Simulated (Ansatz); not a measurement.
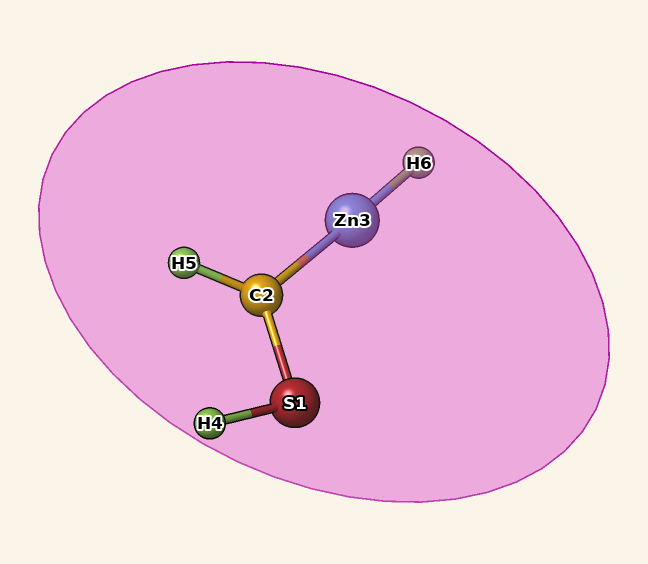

A disc through the centre of mass is drawn in. Distant atoms are faded towards the background colour. State: charge +1, singlet. Computed geometry: PBE-D4/def2-SVP optimisation. No frequency run is at hand to confirm it as a minimum.

Is the plane of the disc a mirror plane of the structure?

Answer. No. The point group is Cs, with 1 mirror plane, and this plane isn't one of its mirror planes.
